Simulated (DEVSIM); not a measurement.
Device: W/SiO2/p-Si capacitor, at 400 K.

```csv
layer (left to right),material,thickness (nm),Na (cm⁻³)
1,SiO2,2.50,-
2,Si,1500,1.4e17
```

Metal gate on the left, work function 4.6 eV. Fixed charge at the semiconductor interface -2.6e11 cm⁻² (in units of +e); interface traps 3.7e11 cm⁻² eV⁻¹, uniform in energy, neutral level at 0.7 of the gap above the valence band.

The device is made up for the run: typed textbook-type constants, with dimensions and the other settings drawn at random. Values at 300 K; Nc and Nv go as T^1.5, mobilities as T to minus their exponent, the gap by Varshni's rule with the affinity fixed.

| parameter | SiO2 | Si |
|---|---|---|
| gap (eV) | 9 | 1.124 |
| affinity (eV) | 0.9 | 4.05 |
| permittivity | 3.9 | 11.7 |
| Nc (cm⁻³) | - | 2.86e19 |
| Nv (cm⁻³) | - | 3.1e19 |
| Varshni α (eV/K) | - | 0.000473 |
| Varshni β (K) | - | 636 |

Model (solved in DEVSIM): 1D Poisson equation in equilibrium, Boltzmann statistics, complete ionisation; no quantum confinement or tunnelling. Metal contacts follow the ideal Schottky-Mott rule: no Fermi-level pinning, no interface dipoles.

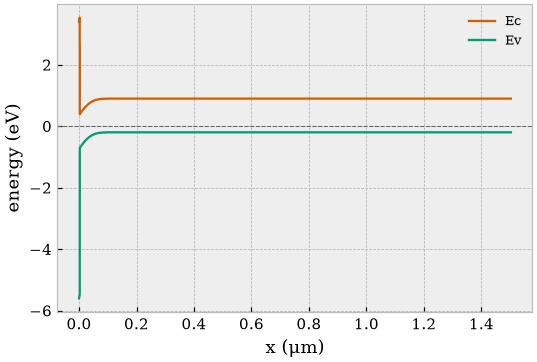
Figure. Band edges at 0.3 V on the gate

Energies count from the Fermi level of the right contact; mesh points crowd at the junctions.

| x (μm) | Ec (eV) | Ev (eV) | n (cm⁻³) | p (cm⁻³) | field (V/cm) |
|---|---|---|---|---|---|
| 0.000 | 3.400 | -5.600 | < 1e2 | < 1e2 | 540000 |
| 0.0007695 | 3.442 | -5.558 | < 1e2 | < 1e2 | 540000 |
| 0.001582 | 3.486 | -5.514 | < 1e2 | < 1e2 | 540000 |
| 0.002355 | 3.528 | -5.472 | < 1e2 | < 1e2 | 540000 |
| 0.003785 | 0.403 | -0.693 | 3.7e14 | 8.8e10 | 140000 |
| 0.005993 | 0.434 | -0.663 | 1.5e14 | 2.1e11 | 140000 |
| 0.01050 | 0.493 | -0.604 | 2.7e13 | 1.2e12 | 130000 |
| 0.02342 | 0.638 | -0.458 | 4.0e11 | 8.0e13 | 98000 |
| 0.04335 | 0.791 | -0.305 | 4.7e9 | 6.8e15 | 56000 |
| 0.08126 | 0.887 | -0.209 | 2.9e8 | 1.1e17 | 6300 |
| 0.1586 | 0.895 | -0.201 | 2.3e8 | 1.4e17 | 15 |
| 0.3805 | 0.895 | -0.201 | 2.3e8 | 1.4e17 | ≈ 0 |
| 0.7227 | 0.895 | -0.201 | 2.3e8 | 1.4e17 | ≈ 0 |
| 1.081 | 0.895 | -0.201 | 2.3e8 | 1.4e17 | ≈ 0 |
| 1.328 | 0.895 | -0.201 | 2.3e8 | 1.4e17 | ≈ 0 |
| 1.415 | 0.895 | -0.201 | 2.3e8 | 1.4e17 | ≈ 0 |
| 1.457 | 0.895 | -0.201 | 2.3e8 | 1.4e17 | ≈ 0 |
| 1.480 | 0.895 | -0.201 | 2.3e8 | 1.4e17 | ≈ 0 |
| 1.494 | 0.895 | -0.201 | 2.3e8 | 1.4e17 | ≈ 0 |
| 1.498 | 0.895 | -0.201 | 2.3e8 | 1.4e17 | ≈ 0 |
| 1.501 | 0.895 | -0.201 | 2.3e8 | 1.4e17 | ≈ 0 |
| 1.502 | 0.895 | -0.201 | 2.3e8 | 1.4e17 | ≈ 0 |
